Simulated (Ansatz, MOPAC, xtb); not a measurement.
# How methods differ on C2H9GeN (Ge(NMe2)H3)

C2H9GeN: 13 atoms, total charge 0, spin state singlet. SMILES: `[H][Ge]([H])([H])[N](C)C`. Geometry: a GFN2-xTB relaxation, a rough one for these elements and not checked as a minimum.

Each level gives the dipole moment (D). The values are calculated.

| level | kind | program | value (D) | CPU time |
| --- | --- | --- | --- | --- |
| AM1 | semi-empirical | MOPAC | 0.81 | under 2 s |
| PM6 | semi-empirical | MOPAC | 1.04 | under 2 s |
| GFN2-xTB | semi-empirical | xtb | 1.01 | under 2 s |
| GFN0-xTB | semi-empirical | xtb | 1.19 | under 2 s |
| HF/STO-3G | Hartree–Fock | Ansatz | 0.78 | 3.8 s |
| HF/3-21G | Hartree–Fock | Ansatz | 0.84 | 5.2 s |
| HF/def2-SVP | Hartree–Fock | Ansatz | 0.65 | 16 s |
| HF/def2-TZVP | Hartree–Fock | Ansatz | 0.58 | 41 s |
| PBE0/3-21G | global hybrid | Ansatz | 0.73 | 8.2 s |
| B3LYP/6-31G* (spherical functions) | global hybrid | Ansatz | 0.56 | 21 s |

All-electron rows without a relativistic Hamiltonian named are non-relativistic. The values span 0.56 to 1.19 D. Magnitudes only. Sets without polarisation functions give poor dipoles. Without the sets that lack polarisation functions the rows with a basis span only 0.56 to 0.65 D. CPU times are rough (shared hosts, several kinds of processor and program).

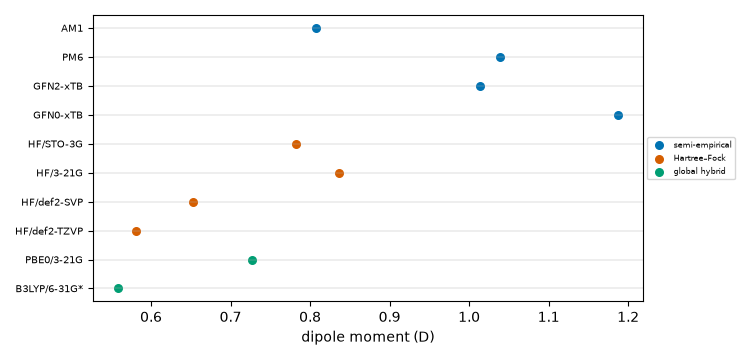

The values of the table, level by level.
